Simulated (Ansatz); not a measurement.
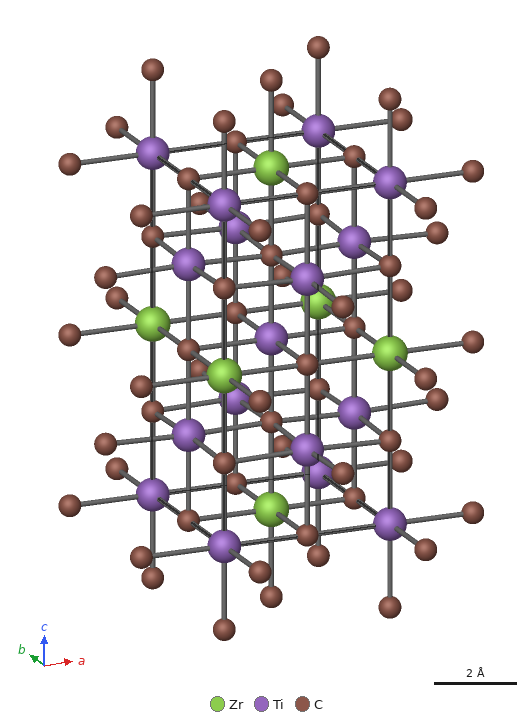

The figure gives a ball-and-stick picture of the atoms, viewed slightly off an axis. The conventional unit cell is outlined; an atom on or near a face, edge or corner is repeated at each equivalent position. Some neighbours outside the box are added.

ZrTi3C4, space group I4/mmm (No. 139), a = 4.449 Å, b = 4.449 Å, c = 8.858 Å, α = 90.00°, β = 90.00°, γ = 90.00°. The initial geometry was a structure type filled with these elements by a generator (whether the compound takes this form wasn't checked). Earlier steps of the study, as a rule a relaxation of our own, may have changed the cell and positions, so they can lie some per cent off the listed ones. It went into a calculation with Ansatz.

This one geometry was computed with Ansatz (DFT, plane waves, PAW) at three levels of theory: PBEsol, PBE and r2SCAN.

Question: Which level gives the highest pressure at this volume, and what does that say about its equilibrium volume?

Answer: Highest: PBE (0.0 GPa), which points to the largest equilibrium volume. Lowest, with the smallest volume: PBEsol (-6.5 GPa). Levels within 0.5 GPa of each other can't be told apart.

Question: How does the band gap change with the level of theory?

Answer: All levels give a metal.

Question: Collect the results in a table.

Answer:
| level | cutoff (eV) | k-mesh of the run's cell | gap (eV) | pressure (GPa) |
| --- | --- | --- | --- | --- |
| PBEsol | 420 | 12×12×12 | metal | -6.5 |
| PBE | 420 | 12×12×12 | metal | 0.0 |
| r2SCAN | 500 | 12×12×12 | metal | -0.5 |

Gaps are taken on the k-mesh or band path of each run.
